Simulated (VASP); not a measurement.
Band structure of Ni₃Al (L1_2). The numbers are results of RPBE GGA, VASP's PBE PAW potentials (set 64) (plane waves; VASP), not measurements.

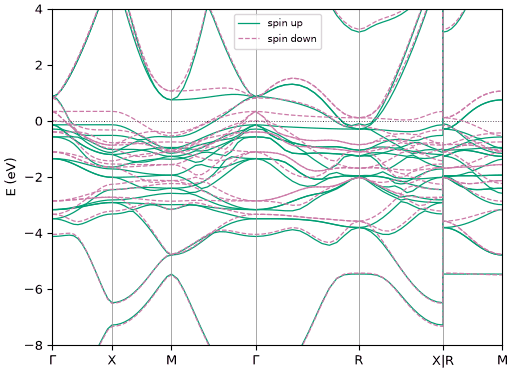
Fig. 1. Bands along high-symmetry lines, zero at the valence-band maximum or, without a gap, the Fermi level

Question: Read the plot: is there a gap, and where are the band edges?

Answer: It has no gap at this level: it comes out as a metal or semimetal. (Edges off the drawn lines would not show.)

The compound is Ni3Al in the L1_2 structure. It was relaxed first.
